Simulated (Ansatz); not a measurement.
# Calculations on C3H9NO2

**1. Relaxation**

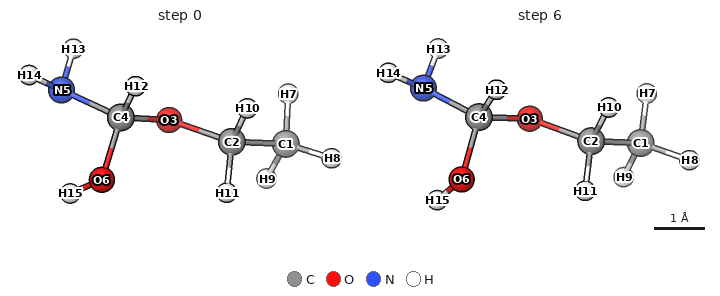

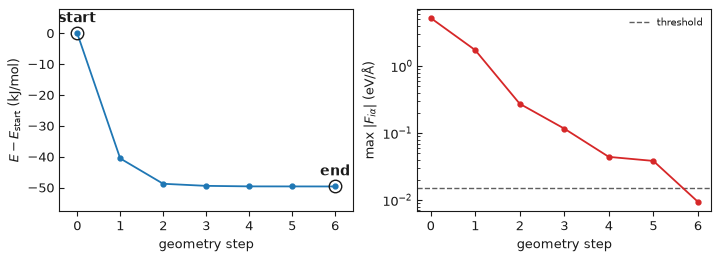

First and last geometry of a relaxation of C$_{3}$H$_{9}$NO$_{2}$, with the history of the run. Style: ball-and-stick. Shown at a tilt.

The run prepares an end point of a later path (inversion) calculation, from a guessed geometry.

The calculation used Ansatz, RKS PBE0-D4/def2-SVP.

Input file:
```yaml
crystal:
  periodic: [false, false, false]
  atoms:
    - { symbol: C, position_ang: [0.1488, -2.4247, 0.0404] }
    - { symbol: C, position_ang: [0.6429, -0.9685, 0.0599] }
    - { symbol: O, position_ang: [-0.478, -0.0597, -0.0938] }
    - { symbol: C, position_ang: [0.0523, 1.2914, -0.1017] }
    - { symbol: "N", position_ang: [-1.1596, 2.1009, -0.3657] }
    - { symbol: O, position_ang: [0.4741, 1.6869, 1.1444] }
    - { symbol: H, position_ang: [-0.4022, -2.5652, -0.9075] }
    - { symbol: H, position_ang: [0.9447, -3.0947, 0.1255] }
    - { symbol: H, position_ang: [-0.6181, -2.5155, 0.8793] }
    - { symbol: H, position_ang: [1.3582, -0.8241, -0.7389] }
    - { symbol: H, position_ang: [1.1508, -0.7924, 1.0334] }
    - { symbol: H, position_ang: [0.7594, 1.4378, -0.8544] }
    - { symbol: H, position_ang: [-1.6948, 1.7229, -1.1576] }
    - { symbol: H, position_ang: [-0.8527, 3.0308, -0.6308] }
    - { symbol: H, position_ang: [-0.3477, 1.9233, 1.5969] }
basis:
  gaussian: { orbitals: def2-SVP }
hamiltonian:
  xc: pbe0
  dispersion: d4
relax:
  f_tol: 0.015
  max_steps: 40
output:
  orbitals: {}
```

Run as
```bash
ansatz run input.yaml --threads 2 --pin off --max-ram 3072MiB --backend cpu --events-out ev --progress --plain --runs-dir out
```

Read the history and describe the run.

It converged. After 6 geometry steps the energy has fallen by 49.6 kJ/mol. The largest force component goes from 5.3 to 0.0094 eV/Å. The largest move after the best rigid fit is that of H15, 0.20 Å. By element the largest moves are H 0.20 Å, C 0.11 Å, O 0.10 Å, N 0.06 Å. Some distances before and after: C4–H12 1.043 → 1.114 Å, O3–C4 1.451 → 1.391 Å, C1–H8 1.044 → 1.100 Å, C4–N5 1.481 → 1.430 Å. Among the angles between lasting bonds that change: O6–C4–H12 114.0° → 104.3°, C2–O3–C4 107.5° → 114.3°, H8–C1–H9 113.7° → 108.4°.

```json
{"step": "0", "E − E(0), kJ/mol": "0.00", "largest force component, eV/Å": "5.2541"}
{"step": "1", "E − E(0), kJ/mol": "-40.53", "largest force component, eV/Å": "1.7400"}
{"step": "2", "E − E(0), kJ/mol": "-48.74", "largest force component, eV/Å": "0.2747"}
{"step": "3", "E − E(0), kJ/mol": "-49.42", "largest force component, eV/Å": "0.1169"}
{"step": "4", "E − E(0), kJ/mol": "-49.59", "largest force component, eV/Å": "0.0442"}
{"step": "5", "E − E(0), kJ/mol": "-49.60", "largest force component, eV/Å": "0.0385"}
{"step": "6", "E − E(0), kJ/mol": "-49.61", "largest force component, eV/Å": "0.0094"}
```

**2. Relaxation**

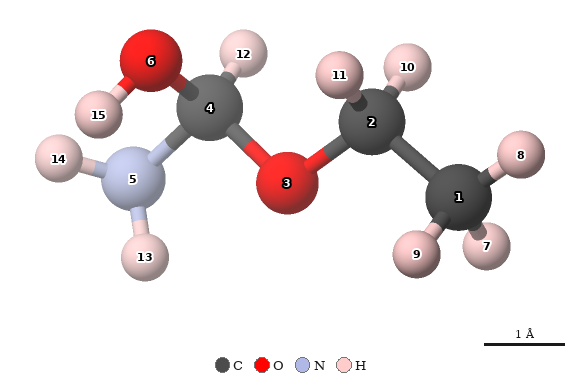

Starting structure of C$_{3}$H$_{9}$NO$_{2}$. Style: ball-and-stick. Shown from a free direction.

The run prepares an end point of a later path (inversion) calculation, from a guessed geometry.

Computed with RKS PBE0-D4/def2-SVP in Ansatz 0.2.0.

Input file:
```yaml
crystal:
  periodic: [false, false, false]
  atoms:
    - { symbol: C, position_ang: [0.1488, -2.4247, 0.0404] }
    - { symbol: C, position_ang: [0.6429, -0.9685, 0.0599] }
    - { symbol: O, position_ang: [-0.478, -0.0597, -0.0938] }
    - { symbol: C, position_ang: [0.0523, 1.2914, -0.1017] }
    - { symbol: "N", position_ang: [-1.1596, 2.1009, -0.3657] }
    - { symbol: O, position_ang: [0.4741, 1.6869, 1.1444] }
    - { symbol: H, position_ang: [-0.4022, -2.5652, -0.9075] }
    - { symbol: H, position_ang: [0.9447, -3.0947, 0.1255] }
    - { symbol: H, position_ang: [-0.6181, -2.5155, 0.8793] }
    - { symbol: H, position_ang: [1.3582, -0.8241, -0.7389] }
    - { symbol: H, position_ang: [1.1508, -0.7924, 1.0334] }
    - { symbol: H, position_ang: [0.7594, 1.4378, -0.8544] }
    - { symbol: H, position_ang: [-2.01428, 1.54431, -0.23862] }
    - { symbol: H, position_ang: [-1.18426, 2.84546, 0.32293] }
    - { symbol: H, position_ang: [-0.3477, 1.9233, 1.5969] }
basis:
  gaussian: { orbitals: def2-SVP }
hamiltonian:
  xc: pbe0
  dispersion: d4
relax:
  f_tol: 0.015
  max_steps: 40
output:
  orbitals: {}
```

Launched with:
```bash
ansatz run input.yaml --threads 2 --pin off --max-ram 3072MiB --backend cpu --events-out ev --progress --plain --runs-dir out
```

Question: Predict the outcome.

Answer: Over 7 accepted moves (8 points after the start) the energy falls by 17.4 kcal/mol. Largest force component: 5.8 eV/Å at the start, 0.0093 eV/Å at the end. The line search rejected the trial step at point 3 of the run. The largest move after the best rigid fit is that of H14, 0.59 Å. By element the largest moves are H 0.59 Å, N 0.15 Å, C 0.13 Å, O 0.11 Å. Near-neighbour distances that change, for instance: C4–H12 1.043 → 1.108 Å, O3–C4 1.451 → 1.387 Å, C4–N5 1.481 → 1.425 Å, C1–H8 1.044 → 1.100 Å. Among the angles between lasting bonds that change: O6–C4–H12 114.0° → 103.5°, N5–C4–O6 104.8° → 115.2°, C2–O3–C4 107.5° → 114.8°. Groups turn about C4–N5 by about 30°, C4–O6 by about 25°. The run took 23 s on 2 threads of Intel(R) Xeon(R) 6975P-C (Granite Rapids), with other jobs on the host, peak memory 0.34 GiB.

History of the run:

```tsv
step	E − E(0), kcal/mol	largest force component, eV/Å	note
0	0.00	5.7916	
1	-13.08	1.5155	
2	-15.79	0.7523	
3	-13.05	2.6375	rejected
4	-16.75	0.2808	
5	-17.07	0.1740	
6	-17.33	0.1230	
7	-17.37	0.0467	
8	-17.37	0.0093
```

The structure at the end:

```xyz
15

C     0.1106   -2.3471    0.0574
C     0.6591   -0.9420    0.0318
O    -0.4150   -0.0415   -0.1059
C    -0.0625    1.2983   -0.0456
N    -1.2133    2.0205   -0.4740
O     0.4197    1.6420    1.2282
H    -0.4486   -2.5622   -0.8652
H     0.9265   -3.0790    0.1492
H    -0.5733   -2.4808    0.9089
H     1.3642   -0.8145   -0.8139
H     1.2224   -0.7204    0.9560
H     0.7920    1.5196   -0.7150
H    -2.0486    1.6458   -0.0272
H    -1.1201    3.0049   -0.2403
H    -0.2860    1.4415    1.8576
```

After the run, drawn alike:

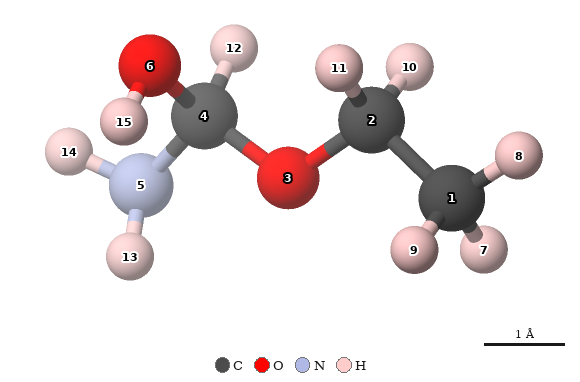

**3. Path**

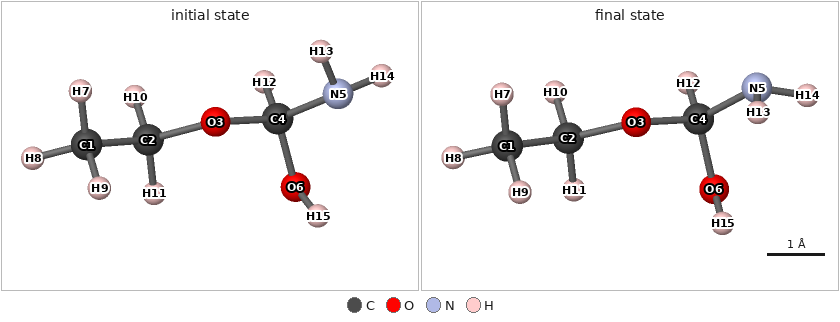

The two relaxed end points of a path for C₃H₉NO₂. A ball-and-stick model, seen from a free direction.

Theory: RKS PBE0-D4/def2-SVP in Ansatz 0.2.0.

The input:
```yaml
crystal:
  periodic: [false, false, false]
  atoms:
    - { symbol: C, position_ang: [0.082494, -2.341322, 0.044634] }
    - { symbol: C, position_ang: [0.655183, -0.945492, 0.046657] }
    - { symbol: O, position_ang: [-0.394863, -0.026379, -0.131944] }
    - { symbol: C, position_ang: [-0.001304, 1.307699, -0.097149] }
    - { symbol: "N", position_ang: [-1.180383, 2.056305, -0.405384] }
    - { symbol: O, position_ang: [0.493495, 1.703333, 1.135353] }
    - { symbol: H, position_ang: [-0.434896, -2.548994, -0.903995] }
    - { symbol: H, position_ang: [0.879745, -3.087488, 0.177337] }
    - { symbol: H, position_ang: [-0.644615, -2.459956, 0.86156] }
    - { symbol: H, position_ang: [1.402249, -0.829663, -0.76565] }
    - { symbol: H, position_ang: [1.181299, -0.735721, 0.995239] }
    - { symbol: H, position_ang: [0.853427, 1.451964, -0.796947] }
    - { symbol: H, position_ang: [-1.684591, 1.621521, -1.173753] }
    - { symbol: H, position_ang: [-0.944037, 3.010456, -0.663312] }
    - { symbol: H, position_ang: [-0.285104, 1.772937, 1.706753] }
basis:
  gaussian: { orbitals: def2-SVP }
hamiltonian:
  xc: pbe0
  dispersion: d4
neb:
  order_check: false
  images: 9
  f_tol: 0.05
  max_iterations: 49
  initial_path: idpp
  final_atoms:
    - { symbol: C, position_ang: [0.08237782, -2.32691894, 0.0584581] }
    - { symbol: C, position_ang: [0.67734349, -0.94080494, 0.03562831] }
    - { symbol: O, position_ang: [-0.34112743, -0.01834658, -0.27330231] }
    - { symbol: C, position_ang: [0.04680793, 1.31234418, -0.23192039] }
    - { symbol: "N", position_ang: [-1.01869166, 2.04450112, -0.83020172] }
    - { symbol: O, position_ang: [0.3833768, 1.70517661, 1.07411457] }
    - { symbol: H, position_ang: [-0.36853684, -2.57164375, -0.9146011] }
    - { symbol: H, position_ang: [0.85591616, -3.0760293, 0.28262066] }
    - { symbol: H, position_ang: [-0.70326829, -2.39880743, 0.82534531] }
    - { symbol: H, position_ang: [1.4832039, -0.87525568, -0.72272327] }
    - { symbol: H, position_ang: [1.13234605, -0.68949297, 1.01054166] }
    - { symbol: H, position_ang: [0.98283656, 1.47599658, -0.80146231] }
    - { symbol: H, position_ang: [-1.91402483, 1.71611295, -0.47197342] }
    - { symbol: H, position_ang: [-0.92104091, 3.03629159, -0.63230857] }
    - { symbol: H, position_ang: [-0.39941974, 1.55607656, 1.62118346] }
```

Command:
```bash
ansatz run input.yaml --threads 2 --pin off --max-ram 3072MiB --backend cpu --events-out ev --progress --plain --runs-dir out
```

### What barrier does the band find between them, and by what path?

The energy climbs by 16.2 kJ/mol to image 5 and then falls by 10.2 kJ/mol, so the end point sits at +6.0 kJ/mol. The motion is an umbrella inversion at N5. No bond forms or breaks between the ends. Bond angles that change up to the highest image, for instance: H13–N5–H14 109.0° → 120.3°, C4–N5–H14 110.8° → 120.4°. The band is converged. At the top, the vibrational analysis gives one imaginary mode (586i cm⁻¹), as a transition state must have.

Energies of the converged images:

```csv
image,path (Å),E (kJ/mol)
0,0.00,0.0
1,0.14,0.2
2,0.28,1.1
3,0.41,5.6
4,0.55,12.8
5,0.69,16.2
6,0.82,13.7
7,0.94,9.2
8,1.07,6.8
9,1.20,6.2
10,1.32,6.0
```

The geometry at the top of the path:

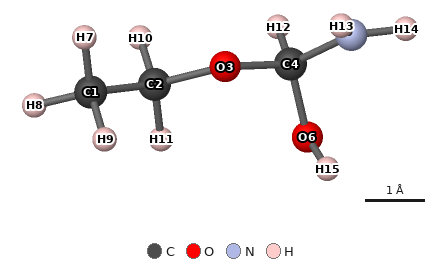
